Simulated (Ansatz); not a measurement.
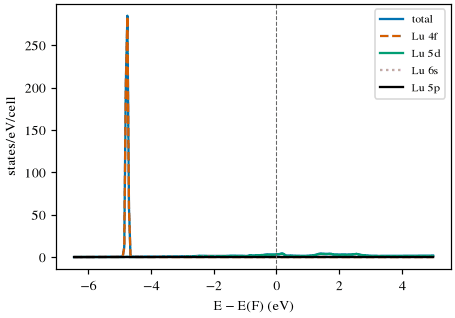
*Total and projected density of states of Lu (hcp (Mg type), space group No. 194), PBEsol (plane waves, PAW; program Ansatz)*

Problem. Which orbitals carry the states next to the Fermi level?

Solution. Within 0.5 eV of the Fermi level: Lu 5d 89 %. Projections are on Löwdin-orthogonalised atomic valence shells; empty p or d shells of many metals are not among them.

Problem. Where is the tallest occupied peak in this window, and what makes it?

Solution. Near -4.8 eV, about 280 states/eV per cell; the largest projected share is Lu 4f.

Space group P6_3/mmc (hcp (Mg type)). The PBEsol relaxation kept the symmetry of its start. Scalar-relativistic: spin–orbit coupling is off unless named, which matters more the heavier the elements.

Potentials: the later of the program's two PAW sets.
